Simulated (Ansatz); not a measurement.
**ClFH2OSi2: density, localisation and related maps**

```xyz
7

Cl   -1.9520   -2.9599    3.3564
F    -0.5372   -1.4764   -1.4058
O    -0.2108   -2.6206    0.9751
Si   -1.3025   -1.7811    0.0033
Si   -0.0129   -3.3390    2.4777
H    -2.4830   -2.6415   -0.2868
H    -1.6420   -0.4772    0.6379
```

Geometry: BLYP-D3(BJ)/def2-SVP.

All numbers below come from isolated molecule in a Gaussian basis; Kohn-Sham density functional theory, functional PBE0 (Ansatz).

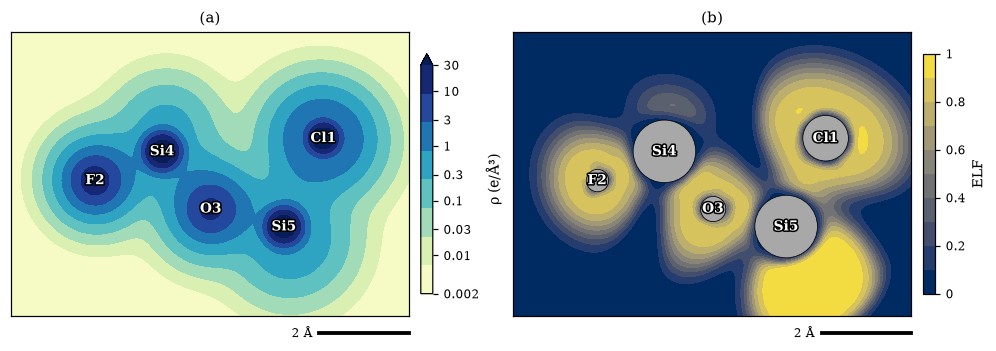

Figure 1. (a) electron density; (b) ELF on the plane of atoms F2, Si4 and O3. Grey discs cover the atomic cores in the ELF map.

Read the bonding off the picture.

- The section cuts through Cl, F, O and Si sites.
- Si–F (1.63 Å): the density is about 1.1 e/Å³ at the midpoint; the ELF peaks at about 0.85 in the valence shell of F, 0.6 Å from its nucleus, and is about 0.55 at the midpoint.
- Si–O (1.68 Å): ρ is about 1.1 e/Å³ halfway; the ELF peaks at about 0.85 between the atoms; a shared but strongly polarised pair.
- Si–Cl (2.16 Å): the density is about 0.74 e/Å³ at the midpoint; the ELF peaks at about 0.85 between the atoms, as expected for a polar covalent bond.
- The ELF also peaks beside Si5, O3, F2 and Cl1, away from the bonds: lone-pair regions.

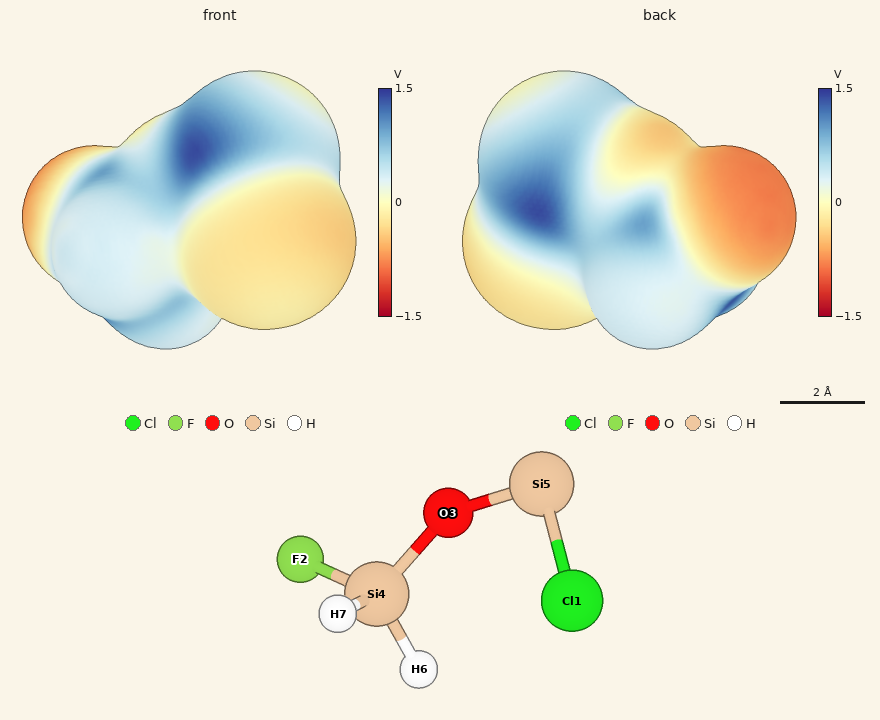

Figure 2. The electrostatic potential painted on the density surface at 0.001 e/bohr³, seen from the front and from behind; red is negative and blue positive. The bare structure is drawn below in the same view.

Where is the surface potential most negative and most positive?

The most negative region (about −0.8 V, or −18 kcal/mol for a unit charge) lies over F2, the most positive (about +1.4 V, or +32 kcal/mol for a unit charge) over Si4 and Si5.

What dipole moment does the calculation give?

Its dipole moment is 0.44 D.

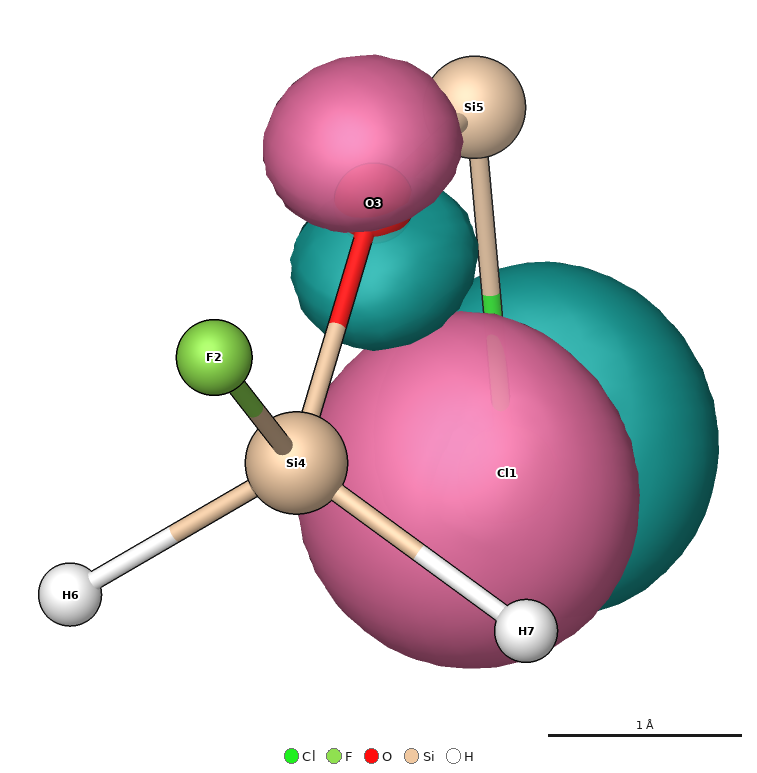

Figure 3. The HOMO−1 at ±0.2 Å⁻³ᐟ² (teal and pink are the two phases), seen at an oblique angle.

Where does this orbital lie, and at what energy?

Its weight (Hirshfeld) is mainly on Cl1 (about 75 %) and O3 (about 15 %); largely a lone pair of Cl1. Its energy is −9.35 eV.
